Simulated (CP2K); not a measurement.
# AlNH3O (SMILES [NH2][Al][OH]): a first try and a second

Aim: energy and gradient of AlNH3O at PM6.

The results are computed with CP2K 2026.2.

1 further run of the same task is left out (set aside as unsound or not needed).

**1. The system as given**

AlNH3O: 6 atoms, total charge 0, spin state doublet. SMILES: `[NH2][Al][OH]`. The coordinates come from a PBE0-D4/def2-TZVP relaxation. This is one conformer, not always the lowest.

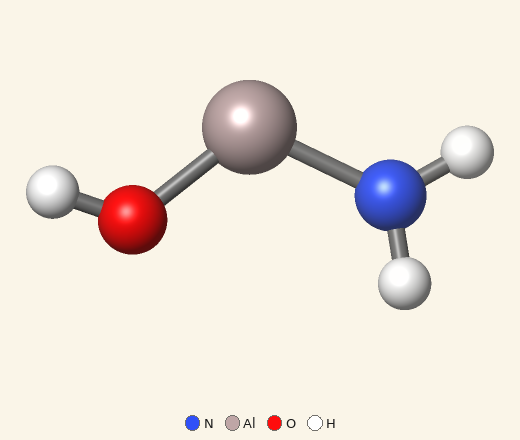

The structure, seen from a chosen angle (nitrogen blue, aluminium light grey, oxygen red, hydrogen white).

**2. The input as first written**

The input, calc.inp:

```
&GLOBAL
    PROJECT_NAME calc
    RUN_TYPE ENERGY_FORCE
    PRINT_LEVEL MEDIUM
&END GLOBAL

&FORCE_EVAL
    METHOD QUICKSTEP
    &DFT
        &QS
            METHOD PM6
            EPS_DEFAULT 1.0E-10
            &SE
                &COULOMB
                    CUTOFF [angstrom] 50
                    RC_RANGE [angstrom] 0
                &END COULOMB
                &EXCHANGE
                    CUTOFF [angstrom] 50
                    RC_RANGE [angstrom] 0
                &END EXCHANGE
            &END SE
        &END QS
        &POISSON
            PERIODIC NONE
            POISSON_SOLVER ANALYTIC
        &END POISSON
        &SCF
            SCF_GUESS ATOMIC
            EPS_SCF 1.0E-06
            MAX_SCF 40
            &OT
                MINIMIZER DIIS
                PRECONDITIONER FULL_ALL
            &END OT
            &OUTER_SCF
                EPS_SCF 1.0E-06
                MAX_SCF 10
            &END OUTER_SCF
        &END SCF
        &PRINT
            &MOMENTS
                PERIODIC F
                REFERENCE COM
                MAX_MOMENT 1
            &END MOMENTS
            &MO_CUBES
                NLUMO 5
                NHOMO -1
                WRITE_CUBE F
            &END MO_CUBES
            &HIRSHFELD OFF
            &END HIRSHFELD
        &END PRINT
    &END DFT
    &SUBSYS
        &CELL
            ABC 15.4 13.5 15
            PERIODIC NONE
        &END CELL
        &COORD
            N     -0.923900     0.240200    -0.760800
            Al     0.595200     0.601300     0.070700
            O      1.194100    -0.618500     1.101200
            H     -1.434300    -0.623600    -0.657200
            H     -1.394700     0.861600    -1.396800
            H      2.005700    -0.525100     1.596800
        &END COORD
        &TOPOLOGY
            &CENTER_COORDINATES
            &END CENTER_COORDINATES
        &END TOPOLOGY
    &END SUBSYS
    &PRINT
        &FORCES ON
        &END FORCES
    &END PRINT
&END FORCE_EVAL
```

Run with:

```
$ OMP_NUM_THREADS=1 cp2k.psmp calc.inp > calc.out
```

Output:

```text
CP2K| version string:                                       CP2K version 2026.2
 CP2K| Input file name                                                  calc.inp

[... 49 lines left out ...]
 ===== Routine Calling Stack =====

            2 qs_init_subsys
            1 CP2K

Program received signal SIGABRT: Process abort signal.

Backtrace for this error:
#0  0x47d1f163f957 in ???
#1  0x47d211ef4cac in __pthread_kill_implementation
#2  0x47d211e9bfb7 in raise
#3  0x47d211e85d37 in abort
#4  0x47d1f1d12d83 in ???
#5  0x47d1f1d14297 in ???
#6  0x47d1f1d14497 in ???
#7  0x47d1f18e2323 in ???
#8  0x47d1f18e5af3 in ???
#9  0x47d1f16e546f in ???
#10  0x47d1f1fc6783 in ???
#11  0x47d1f1fc9d0b in ???
#12  0x47d1f16e0db3 in ???
#13  0x47d1f16def13 in ???
#14  0x47d211e86573 in __libc_start_call_main
#15  0x47d211e86657 in __libc_start_main_impl
#16  0x47d1f16df06f in ???
#17  0xffffffffffffffff in ???
```

It took 0.2 s on 1 thread of Arm Neoverse V1, shared host.

**3. Diagnosis**

The program stopped with an error.

The telling line is `\___/            Use the LSD option for an odd number of electrons`. The fault: the electron count doesn't fit the spin or reference typed: an even count needs an odd multiplicity, an odd count an even one. To mend it: reference UHF in place of RHF.

**4. Try two**

The input, gas.inp:

```
&GLOBAL
  PROJECT_NAME gas
  RUN_TYPE ENERGY_FORCE
  PRINT_LEVEL MEDIUM
&END GLOBAL

&FORCE_EVAL
  METHOD QS
  &DFT
    CHARGE 0
    MULTIPLICITY 2
    UNRESTRICTED_KOHN_SHAM T
    # Quickstep
    &QS
      METHOD PM6
      EPS_DEFAULT 1.0E-10
      &SE
        &COULOMB
          CUTOFF [angstrom] 50
          RC_RANGE [angstrom] 0
        &END COULOMB
        &EXCHANGE
          CUTOFF [angstrom] 50
          RC_RANGE [angstrom] 0
        &END EXCHANGE
      &END SE
    &END QS
    &POISSON
      PERIODIC NONE
      POISSON_SOLVER ANALYTIC
    &END POISSON
    &SCF
      SCF_GUESS ATOMIC
      EPS_SCF 1.0E-06
      MAX_SCF 40
      &OT ON
        MINIMIZER DIIS
        PRECONDITIONER FULL_ALL
      &END OT
      &OUTER_SCF
        EPS_SCF 1.0E-06
        MAX_SCF 10
      &END OUTER_SCF
    &END SCF
    # extra output
    &PRINT
      &MOMENTS
        PERIODIC F
        REFERENCE COM
        MAX_MOMENT 1
      &END MOMENTS
      &MO_CUBES
        NLUMO 5
        NHOMO -1
        WRITE_CUBE F
      &END MO_CUBES
      &HIRSHFELD OFF
      &END HIRSHFELD
    &END PRINT
  &END DFT
  &SUBSYS
    # vacuum box
    &CELL
      ABC [angstrom] 15.4 13.5 15
      PERIODIC NONE
    &END CELL
    &COORD
      N     -0.923900     0.240200    -0.760800
      Al     0.595200     0.601300     0.070700
      O      1.194100    -0.618500     1.101200
      H     -1.434300    -0.623600    -0.657200
      H     -1.394700     0.861600    -1.396800
      H      2.005700    -0.525100     1.596800
    &END COORD
    &TOPOLOGY
      &CENTER_COORDINATES
      &END CENTER_COORDINATES
    &END TOPOLOGY
  &END SUBSYS
  # extra output
  &PRINT
    &FORCES ON
    &END FORCES
  &END PRINT
&END FORCE_EVAL
```

Run with:

```
$ OMP_NUM_THREADS=1 cp2k.psmp gas.inp > gas.out
```

Output:

```text
CP2K| version string:                                       CP2K version 2026.2
[...]
 GLOBAL| Method name                                                        CP2K
[...]
 GLOBAL| Run type                                                   ENERGY_FORCE
[...]
                             - Atoms:                                          6
[...]
                             - Spherical basis functions:                     20
[...]
 Number of electrons:                                                          9
[...]
     1 OT DIIS     0.15E+00    0.0     0.18937205       -17.4801580221 -1.75E+01
[...]
    32 OT DIIS     0.15E+00    0.0     0.00000084       -20.6802469147 -1.42E-10
  *** SCF run converged in    32 steps ***
  Core-core repulsion energy [eV]:                            648.42855350626132
  Core Hamiltonian energy [eV]:                              -958.37967656455271
  Two-electron integral energy [eV]:                         -505.57402797437430
  Electronic energy [eV]:                                   -1211.16669055173975
  Total energy [eV]:                                         -562.73813704547854
  Atomic reference energy [eV]:                               561.58950888368031
  Heat of formation [kcal/mol]:                               -26.48799676485351
[...]
 SE_DIPOLE| Moment [Debye]         -0.46306178      -1.58216538       0.50596037
 SE_DIPOLE| Derivative [a.u.]       0.00000000       0.00000000       0.00000000
 *** WARNING in qs_scf_post_se.F:140 :: Printing of MO cube files not ***
 *** implemented for Semi-Empirical method.                           ***
 ENERGY| Total FORCE_EVAL ( QS ) energy [hartree]            -20.680246914812859
 FORCES| Atomic forces [hartree/bohr]
 FORCES|   Atom     x               y               z               |f|
 FORCES|      1  1.24747927E-03  3.93106674E-03 -1.19069913E-03   4.29269783E-03
 FORCES|      2 -1.41277500E-02  1.79814442E-02 -1.87430156E-02   2.95673180E-02
 FORCES|      3  4.93983433E-03 -2.98764253E-02  1.87218721E-02   3.56021242E-02
 FORCES|      4  2.63360841E-03 -3.71745585E-03  3.68220737E-03   5.85781721E-03
 FORCES|      5  2.11711081E-03  3.79408179E-03 -5.39044726E-04   4.37810279E-03
 FORCES|      6  3.18971722E-03  7.88728844E-03 -1.93131999E-03   8.72431154E-03
 FORCES| Sum     2.49800181E-16  2.82759927E-16  1.87350135E-16
 FORCES| Total atomic force                                       4.21252157E-16
[...]
```

Run time: 0.77 s. Hardware: 1 thread of Arm Neoverse V1, shared host.

**5. What came out**

Level: PM6.

```
                                 quantity           value
                             total energy    -20.68025 Eh
                            dipole moment          1.72 D
heat of formation at this unrelaxed shape  -26.5 kcal/mol
                 largest force on an atom      1.831 eV/Å
```

The largest force is 1.83 eV/Å: the shape isn't a stationary point for this species at this level.
